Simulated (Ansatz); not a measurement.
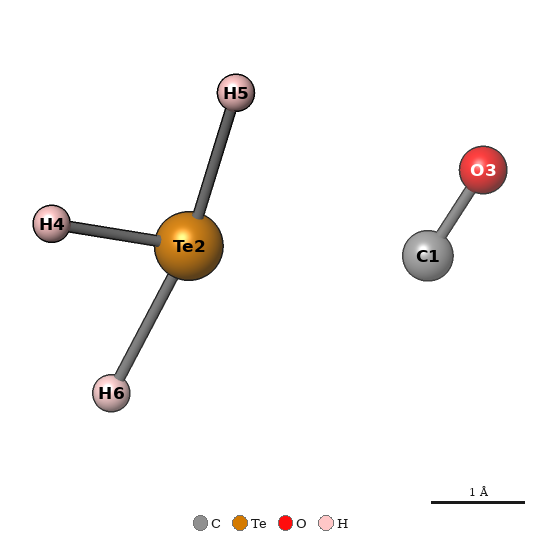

Orthographic view. Atoms fade into the background with distance from the viewer. The species has charge −1 and is a spin singlet. The computed structure is the end point of a PBE-D4/def2-SVPD optimisation. No frequency run is at hand to confirm it as a minimum.

List all interatomic distances (Å) as a matrix.

```
atom    C1   Te2    O3    H4    H5    H6
  C1  0.00                              
 Te2  2.87  0.00                        
  O3  1.16  3.42  0.00                  
  H4  4.56  1.70  5.01  0.00            
  H5  3.45  1.95  3.32  2.46  0.00      
  H6  3.79  1.94  4.72  2.45  3.87  0.00
```
